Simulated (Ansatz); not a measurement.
# CCSD/def2-SVP (density fitting with cc-pVTZ-jkfit, def2-TZVP-rifit for correlation, paw set gaussian, start density atoms) run of C3H5NO (methoxyacetonitrile)

What is the vertical electron affinity of C3H5NO (methoxyacetonitrile) at CCSD/def2-SVP (density fitting with cc-pVTZ-jkfit, def2-TZVP-rifit for correlation, paw set gaussian, start density atoms)? 

The results are computed with Ansatz 0.2.0.

1 further run of the same task is left out (set aside as unsound or not needed).

## (1) Starting point

C3H5NO has 10 atoms, charge 0, and is taken as a singlet. SMILES: `COCC#N`. Geometry: relaxed at PBE0-D4/def2-TZVP. This is one conformer, not always the lowest.

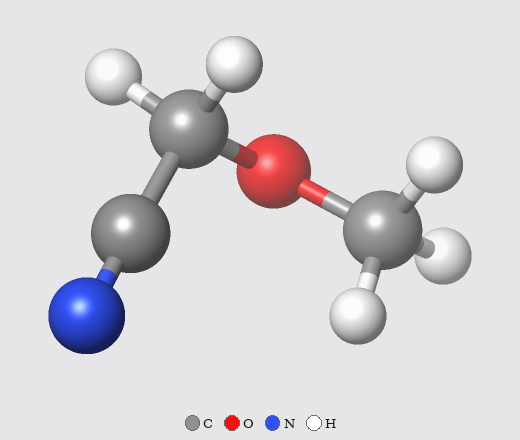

The structure, seen from a chosen angle (carbon grey, oxygen red, nitrogen blue, hydrogen white).

## (2) A single-point energy at CCSD/def2-SVP (density fitting with cc-pVTZ-jkfit, def2-TZVP-rifit for correlation, paw set gaussian, start density atoms)

molecule.yaml

```yaml
crystal:
  periodic: [false, false, false]
  atoms:
    - {symbol: C, position_ang: [-1.341100, 0.199110, 0.152100]}
    - {symbol: O, position_ang: [-0.473260, -0.302690, -0.840000]}
    - {symbol: C, position_ang: [0.797320, -0.604320, -0.357810]}
    - {symbol: C, position_ang: [1.540660, 0.584770, 0.085690]}
    - {symbol: N, position_ang: [2.106760, 1.520210, 0.439110]}
    - {symbol: H, position_ang: [-2.304540, 0.364860, -0.326950]}
    - {symbol: H, position_ang: [-0.975200, 1.147050, 0.563190]}
    - {symbol: H, position_ang: [-1.463610, -0.521860, 0.970710]}
    - {symbol: H, position_ang: [1.353170, -1.076370, -1.170700]}
    - {symbol: H, position_ang: [0.759830, -1.310760, 0.484670]}
basis:
  gaussian:
    orbitals: def2-SVP.json
    fitting:
      mean_field: cc-pVTZ-jkfit
      correlation: def2-TZVP-rifit.json
hamiltonian:
  pseudopotentials:
    relativity: none
correlation:
  method: ccsd
accuracy: high
output:
  orbitals: {seedname: orbitals}
```

The basis set def2-SVP is read from a file made from the Basis Set Exchange's data (not shown).

Started as:

```console
$ ansatz run molecule.yaml --threads 1 --pin off --max-ram 2610MiB --events-out events.jsonl --progress --plain --runs-dir runs
```

The program printed (excerpt; [...] marks lines left out):

```text
Warning: RAYON_NUM_THREADS=1 ignored (pool sized by the plan → 1); use --threads N
Functional definition: HF
  name "HF"
[...]
545 factors; integrals over basis functions are off by at most 1.7e-1 eV
455 factors; integrals over basis functions are off by at most 4.6e-2 eV
[...]
mean field -6683.25708064 eV, -245.6051676390 hartree, gradient 1.8e-8 eV, S^2 0.000000; 0 other end points of the search recorded, 0 dependent functions left out
5 core orbitals not correlated: weight in the atoms' cores, before any rotation towards them, 1.000 or more for the frozen orbitals, at most 0.000 for the correlated occupied ones
reference -6683.25708064 eV, -245.6051676390 hartree; 14, 14 occupied and 76, 76 virtual orbitals, 455 factors
second order -20.13639419 eV of doubles, -0.00000000 eV of singles
cycle   1  -20.39906853 eV  change   -2.6e-1 eV  update   1.1e-1
[...]
cycle  22  -21.13513351 eV  change    1.1e-9 eV  update   1.4e-9
Total energy: -6704.39221414 eV, -246.3818694694 hartree
```

Wall time 14 s (1 thread of Arm Neoverse V1, shared host); peak memory 0.41 GiB.

## (3) The doublet anion at the same level

Changes to molecule.yaml since step 2:

```diff
@@ -19,2 +19,6 @@
       correlation: def2-TZVP-rifit.json
+total_charge: -1
+magnetization:
+  spin_polarized: true
+  initial_magnetization: 1
 hamiltonian:
```

The basis set def2-SVP is read from a file made from the Basis Set Exchange's data (not shown).

Started as:

```console
$ ansatz run molecule.yaml --threads 1 --pin off --max-ram 2610MiB --events-out events.jsonl --progress --plain --runs-dir runs
```

The program printed (excerpt; [...] marks lines left out):

```text
Warning: RAYON_NUM_THREADS=1 ignored (pool sized by the plan → 1); use --threads N
Functional definition: HF
  name "HF"
[...]
545 factors; integrals over basis functions are off by at most 1.7e-1 eV
455 factors; integrals over basis functions are off by at most 4.6e-2 eV
[...]
mean field -6679.53613492 eV, -245.4684254061 hartree, gradient 2.4e-8 eV, S^2 0.768164; 7 other end points of the search recorded, 0 dependent functions left out
5 core orbitals not correlated: weight in the atoms' cores, before any rotation towards them, 1.000 or more for the frozen orbitals, at most 0.000 for the correlated occupied ones
reference -6679.53613492 eV, -245.4684254061 hartree; 15, 14 occupied and 75, 76 virtual orbitals, 455 factors
second order -20.31571406 eV of doubles, -0.00000000 eV of singles
cycle   1  -20.68198675 eV  change   -3.7e-1 eV  update   1.2e-1
[...]
cycle  44  -21.51883188 eV  change  -2.1e-10 eV  update   2.3e-9
Total energy: -6701.05496680 eV, -246.2592278917 hartree
```

Run time: 2.1 min. Hardware: 1 thread of Arm Neoverse V1, shared host; peak memory 1.2 GiB.

## (4) What came out

Level: CCSD/def2-SVP (density fitting with cc-pVTZ-jkfit, def2-TZVP-rifit for correlation, paw set gaussian, start density atoms), 5 core orbitals frozen.

| quantity | value |
| --- | --- |
| singlet C3H5NO: total energy | -246.38187 Eh |
| singlet C3H5NO: HOMO energy (Hartree–Fock orbitals) | -12.64 eV |
| singlet C3H5NO: LUMO energy (Hartree–Fock orbitals) | 4.28 eV |
| singlet C3H5NO: HOMO–LUMO gap (Hartree–Fock orbitals) | 16.91 eV |
| singlet C3H5NO: correlation energy (5 core orbitals frozen) | -776.7 mEh |
| singlet C3H5NO: T1 diagnostic | 0.012 |
| doublet anion: total energy | -246.25923 Eh |
| doublet anion: HOMO energy (Hartree–Fock orbitals) (highest over α and β) | 2.77 eV |
| doublet anion: LUMO energy (Hartree–Fock orbitals) (lowest over α and β) | 9.13 eV |
| doublet anion: correlation energy (5 core orbitals frozen) | -790.8 mEh |
| doublet anion: ⟨S²⟩ of the reference determinant | 0.768 |
| doublet anion: T1 diagnostic | 0.057 |
| vertical electron affinity (to the doublet anion) | -3.337 eV |

What this shows: The anion lies 3.34 eV (77 kcal/mol) above the neutral: the electron isn't bound at this level, and such a value depends on the basis. Without diffuse functions anions come out too high. The T1 diagnostic (doublet anion) of 0.057 is above the customary mark for such species, so a single reference may not serve. The HOMO (doublet anion) lies at positive energy, 2.77 eV: the electron is unbound at this level or held by a compact basis; values depend on the basis.
